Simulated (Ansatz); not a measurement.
## Electronic structure of CH4ClFGe in real space

Input

```
crystal:
  periodic: [false, false, false]
  atoms:
    - { symbol: Ge, position_ang: [0.0, 0.0, 0.0] }
    - { symbol: H, position_ang: [0.0, 0.0, 1.55] }
    - { symbol: Cl, position_ang: [2.0935, 0.0, -0.7393] }
    - { symbol: C, position_ang: [-0.9232, 1.5994, -0.6527] }
    - { symbol: H, position_ang: [-1.9758, 1.3458, -0.8971] }
    - { symbol: H, position_ang: [-0.9048, 2.384, 0.1322] }
    - { symbol: H, position_ang: [-0.4128, 1.976, -1.5636] }
    - { symbol: F, position_ang: [-0.7913, -1.3709, -0.5594] }
basis:
  gaussian: { orbitals: def2-SVP }
hamiltonian:
  xc: hf
relax:
  f_tol: 0.02
  max_steps: 40
output:
  orbitals: {}
```

Run with:

```sh
ansatz run input.yaml --threads 1 --pin off --max-ram 2048MiB --backend cpu --events-out ev --progress --plain --runs-dir out
```

The fields are those of the run's last geometry, not of the input's.

Method: RHF/def2-SVP in Ansatz 0.2.0.

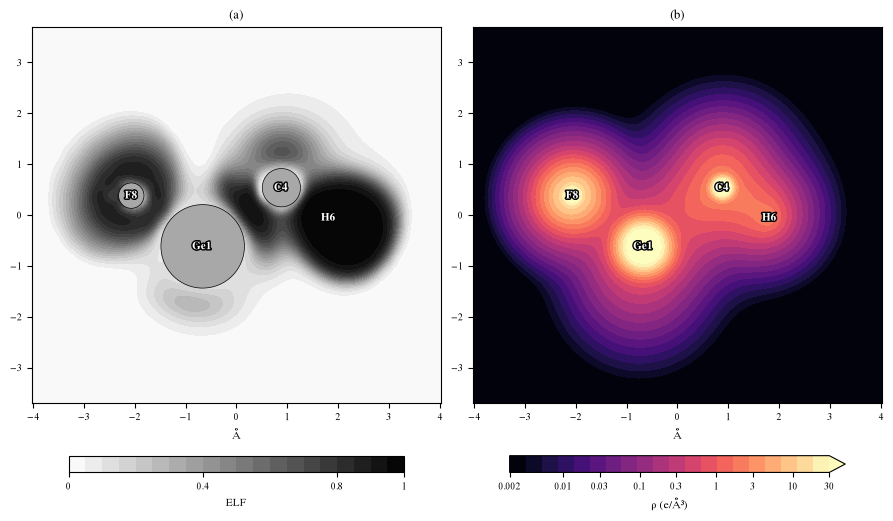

Figure 1. (a) ELF; (b) total electron density on the plane of atoms C4, Ge1 and F8. Grey discs cover the atomic cores in the ELF map.

### Describe what can be read from this map.

- Atoms in the plane: Ge, C, H and F.
- Ge–F (1.72 Å): the density is about 0.93 e/Å³ at the midpoint; the ELF peaks at about 0.80 in the valence shell of F, 0.5 Å from its nucleus, and is about 0.25 at the midpoint.
- C–Ge (1.93 Å): ρ is about 0.96 e/Å³ halfway; the ELF peaks at about 0.95 between the atoms: localised, covalent bonding.
- C–H (1.09 Å): the density is about 1.9 e/Å³ at the midpoint; the ELF climbs to about 1 towards the hydrogen, as it does in any bond to H; a covalent bond by its length.
- The ELF also peaks beside F8, away from the bonds: lone-pair regions.

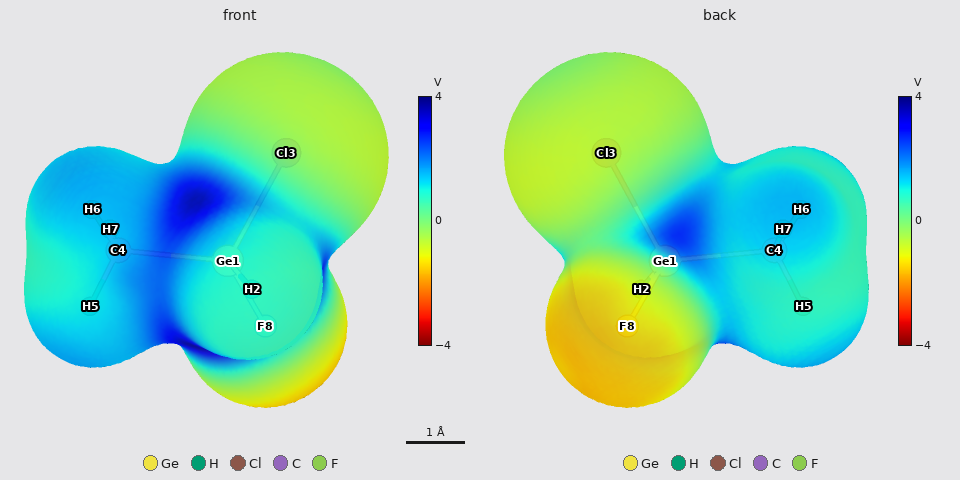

Figure 2. The electrostatic potential painted on the density surface at 0.004 e/bohr³, seen from the front and from behind; the colour scale runs from red (negative) to blue (positive).

### Which sites attract a positive test charge, and which a negative one?

A positive charge is drawn to the negative regions and a negative charge to the positive ones. The most negative region (about −1.7 V, or −39 kcal/mol for a unit charge) lies over F8, the most positive (about +3.5 V, or +81 kcal/mol for a unit charge) over Ge1.

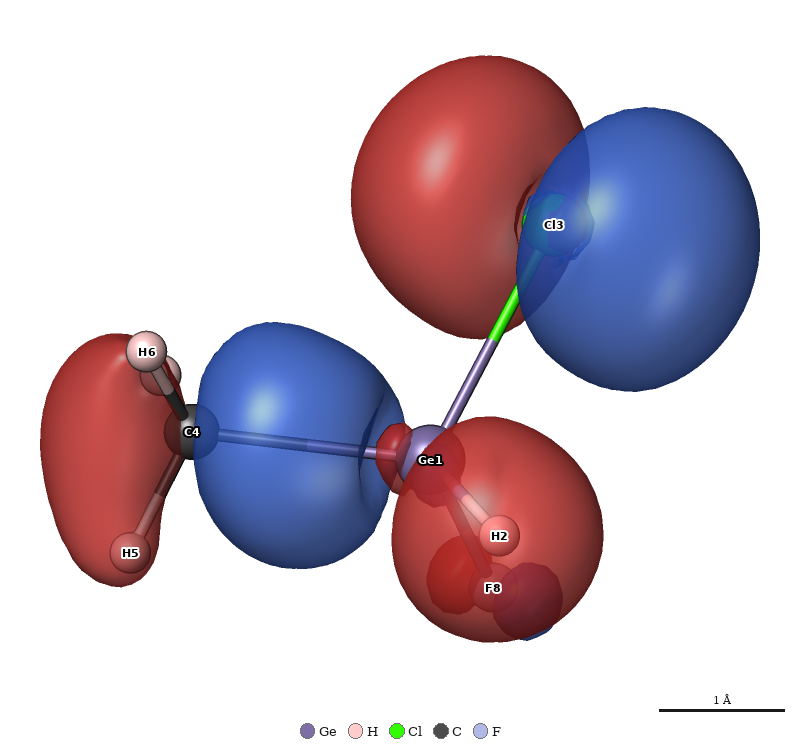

Figure 3. The HOMO at ±0.1 Å⁻³ᐟ² (blue and red are the two phases), seen across its widest extent.

### What is the character of this orbital?

Its weight (Hirshfeld) is mainly on Cl3 (about 60 %), C4 (about 15 %), Ge1 (about 15 %) and H2 (about 10 %). Its energy is −12.09 eV.
